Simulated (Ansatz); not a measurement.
# C2H6O3Si: comparison of dispersion corrections, by script

The task is a comparison of dispersion corrections, for C2H6O3Si.

All numbers are computed with Ansatz 0.2.0 through its Python package. The levels of theory stand in the script.

## 1. Starting point

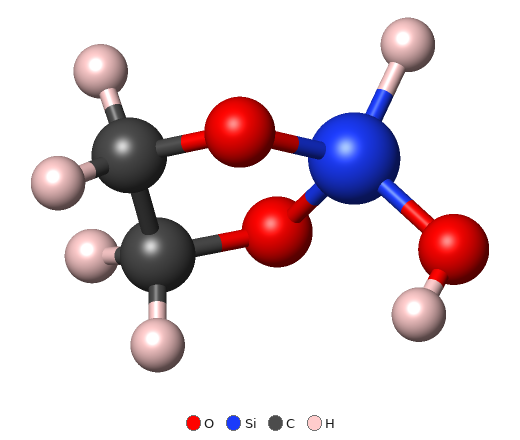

The structure that the script starts from, seen from a chosen angle (oxygen red, silicon blue, carbon dark grey, hydrogen pink).

The script holds or builds the structure itself.

## 2. The code

The input, disp_c2h6o3si.py:

```python
'''Size of D3 and D4 in C2H6O3Si.'''

import ansatz as az


def main() -> None:
    geometry_ang = [
        ('O', (2.1819, 0.0245, 1.3102)),
        ('Si', (1.2005, -0.6337, 0.1654)),
        ('O', (-0.2932, -1.0028, 0.8191)),
        ('C', (-1.2281, -0.0251, 0.336)),
        ('C', (-0.7097, 0.4619, -1.0231)),
        ('O', (0.7201, 0.5505, -0.9137)),
        ('H', (1.9095, 0.8983, 1.6238)),
        ('H', (1.7992, -1.7939, -0.5218)),
        ('H', (-2.2248, -0.4698, 0.2531)),
        ('H', (-1.2734, 0.798, 1.0609)),
        ('H', (-0.9573, -0.2478, -1.8233)),
        ('H', (-1.1248, 1.4399, -1.2866)),
    ]
    geometry = az.Crystal.molecule()
    for symbol, xyz in geometry_ang:
        geometry = geometry.atom(symbol, xyz)

    setup = geometry.calculation().basis(gaussian='def2-SVP')
    for name in ['blyp', 'revpbe']:
        for correction in ('d3bj', 'd4'):
            summary = setup.functional(name, dispersion=correction).run(threads=1).report
            print(f'{name:8s} {correction:5s} total {summary["free_energy_ev"]:.5f} eV, of which dispersion {1000 * summary["dispersion"]["energy"]["ev"]:.2f} meV')


if __name__ == '__main__':
    main()
```

## 3. The calls as engine input

The engine receives this input (first run):

```yaml
crystal:
  periodic: [false, false, false]
  atoms:
    - { symbol: O, position_ang: [2.1819, 0.0245, 1.3102] }
    - { symbol: Si, position_ang: [1.2005, -0.6337, 0.1654] }
    - { symbol: O, position_ang: [-0.2932, -1.0028, 0.8191] }
    - { symbol: C, position_ang: [-1.2281, -0.0251, 0.336] }
    - { symbol: C, position_ang: [-0.7097, 0.4619, -1.0231] }
    - { symbol: O, position_ang: [0.7201, 0.5505, -0.9137] }
    - { symbol: H, position_ang: [1.9095, 0.8983, 1.6238] }
    - { symbol: H, position_ang: [1.7992, -1.7939, -0.5218] }
    - { symbol: H, position_ang: [-2.2248, -0.4698, 0.2531] }
    - { symbol: H, position_ang: [-1.2734, 0.798, 1.0609] }
    - { symbol: H, position_ang: [-0.9573, -0.2478, -1.8233] }
    - { symbol: H, position_ang: [-1.1248, 1.4399, -1.2866] }
basis:
  gaussian:
    orbitals: def2-SVP
hamiltonian:
  xc: blyp
  dispersion: d3bj
```

## 4. Launch

On the command line:

```
$ python disp_c2h6o3si.py
```

Output:

```text
blyp     d3bj  total -16182.51453 eV, of which dispersion -557.74 meV
blyp     d4    total -16182.55741 eV, of which dispersion -600.62 meV
revpbe   d3bj  total -16180.61745 eV, of which dispersion -660.96 meV
revpbe   d4    total -16180.83501 eV, of which dispersion -878.52 meV
```

Run time: 18 s. Hardware: 1 thread of Arm Neoverse V1, shared host; peak memory 0.21 GiB.

## 5. What changed from run to run

The engine's inputs for the other runs:

Run 2, against run 1:

```diff
@@ -21 +21 @@
-  dispersion: d3bj
+  dispersion: d4
```

Run 3, against run 1:

```diff
@@ -20 +20 @@
-  xc: blyp
+  xc: revpbe
```

Run 4, against run 1:

```diff
@@ -20,2 +20,2 @@
-  xc: blyp
-  dispersion: d3bj
+  xc: revpbe
+  dispersion: d4
```

## 6. The runs side by side

One row for each of the 4 runs:

| run | functional | dispersion | energy (eV) | SCF cycles | CPU time (s) |
| --- | --- | --- | --- | --- | --- |
| 1 | blyp | d3bj | -16182.5145 | 19 | 4.4 |
| 2 | blyp | d4 | -16182.5574 | 19 | 4.3 |
| 3 | revpbe | d3bj | -16180.6175 | 19 | 4.3 |
| 4 | revpbe | d4 | -16180.8350 | 19 | 4.1 |

Totals hang on method, basis and potentials, so only like runs compare.

## 7. Summary of results

| quantity | value |
| --- | --- |
| dispersion energy | -878.52 to -557.74 meV |
| runs compared | 4 |

In words: The dispersion term depends on the functional it is damped for, so it isn't a property of the molecule alone. All 4 runs converged. The geometry is a force-field or estimated start, not a minimum of this method, and the basis set is short of its limit. D4 holds the three-body term, and d3bj doesn't.
